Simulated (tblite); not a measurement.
# C3H10N2OSi2: the cost of one run

Programs: tblite 0.8.0 and PySCF 2.14.0, with density-fitted response routines of our own. Each step states its level of theory. These are calculated values for one molecule in the gas phase, unless marked as measured. Atoms are numbered from 0 throughout.

### 1 The molecule as given

18 atoms, charge 0, multiplicity 1; geometry from: force field or distance geometry start.

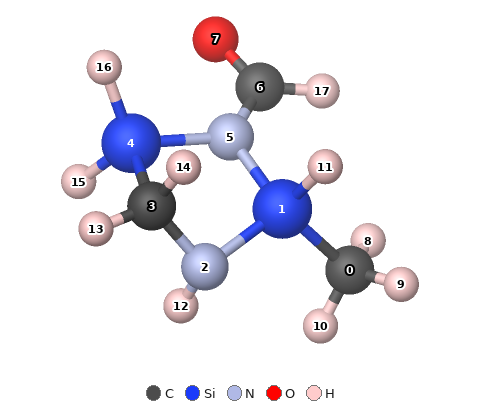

The starting geometry (carbon dark grey, silicon blue, nitrogen light blue, oxygen red, hydrogen pink), atoms numbered; sticks join atoms by distance.

### 2 Optimising the geometry with GFN2-xTB

Job settings and geometry (Å):

```
{"job": {"kind": "relax", "xc": "GFN2-xTB", "basis": "xTB"}, "charge": 0, "multiplicity": 1}
C      2.384500     0.586200    -0.356100
Si     0.858900    -0.072000     0.463200
N      0.468300    -1.747900    -0.093500
C     -0.876900    -1.894900     0.401900
Si    -1.858000    -0.430500    -0.240600
N     -0.626200     0.859000     0.065200
C     -0.794300     2.271600     0.003400
O     -1.905700     2.770300    -0.291200
H      2.290200     1.661600    -0.631100
H      3.235900     0.424400     0.338900
H      2.588000     0.015500    -1.285700
H      1.000900    -0.048500     1.918000
H      0.552900    -1.855800    -1.103600
H     -1.361100    -2.854700     0.105800
H     -0.851300    -1.771500     1.513800
H     -2.167500    -0.557100    -1.661800
H     -3.016800    -0.252500     0.610600
H      0.069300     2.903100     0.231100
```

Started as:

```console
OMP_NUM_THREADS=1 python probes_run.py task.json out
```

One launch serves the whole session: the jobs run in the order shown.

Q: Estimate the wall time and peak memory of this first job on 1 thread of Arm Neoverse V1, shared host.

About 1.1 s, with a peak of 0.18 GiB.
